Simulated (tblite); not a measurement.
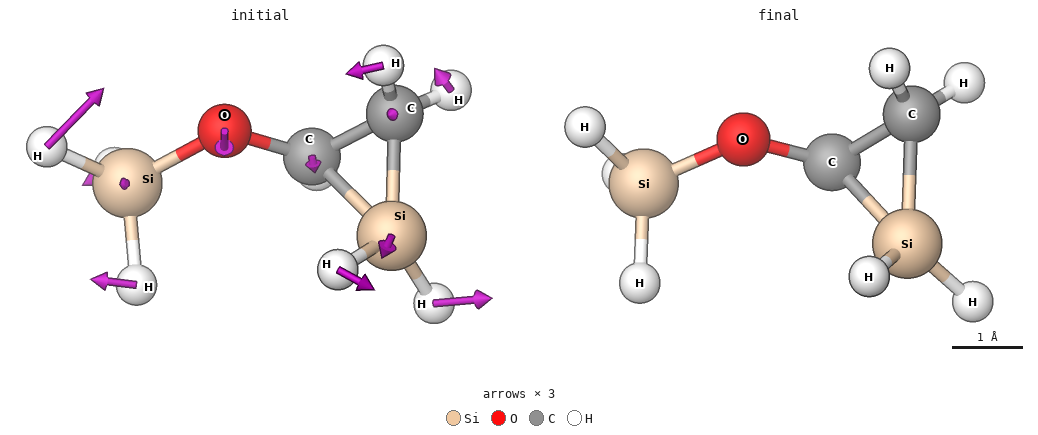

The structure of C$_{2}$H$_{8}$OSi$_{2}$ before (left) and after (right) a relaxation, at one scale. The purple arrows give the displacements, magnified 3 times.

The picture is a ball-and-stick view, seen at a tilt.

These are results of tblite, GFN2-xTB geometry optimisation, gas phase, not measurements. 

### Describe what moved and what it gained.

The atom that moves furthest after the best rigid fit is an H atom (0.40 Å). By element the largest moves are H 0.40 Å, O 0.23 Å, Si 0.14 Å, C 0.10 Å. Some distances before and after: C–Si 1.804 → 1.884 Å, O–Si 1.672 → 1.613 Å, C–O 1.436 → 1.388 Å, C–C 1.489 → 1.530 Å. Among the angles between lasting bonds that change: Si–O–C 119.4° → 130.9°, O–Si–H 109.9° → 99.4°, C–Si–H 107.0° → 117.3°. After 64 geometry steps the energy has fallen by 0.503 eV.
